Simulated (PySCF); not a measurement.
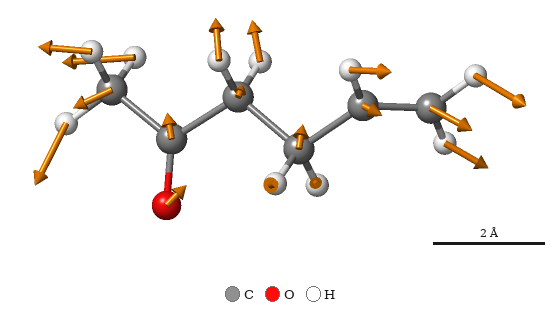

This is a relaxation of C6H10O. The starting structure is drawn; orange arrows show the displacements, 20 times their true length. The two geometries are superimposed by the best rigid fit.

The picture is a ball-and-stick view, seen at a tilt.

The start comes from GFN2-xTB.

All numbers below come from PySCF, PBE0-D3(BJ)/def2-SVP geometry optimisation, gas phase. 

Question: Describe the change and its energy.

Answer: An H atom moves most after the best rigid fit: 0.076 Å. Largest moves by element: H 0.076 Å, C 0.047 Å, O 0.026 Å. Near-neighbour distances that change, for instance: C–H 1.078 → 1.095 Å, C–C 1.319 → 1.334 Å, C–H 1.093 → 1.106 Å, C–C 1.531 → 1.522 Å. Bond angles that change, for instance: H–C–H 107.2° → 104.7°, C–C–C 114.2° → 116.6°, H–C–H 107.8° → 105.7°. After 4 geometry steps the energy has fallen by 1.32 kcal/mol.
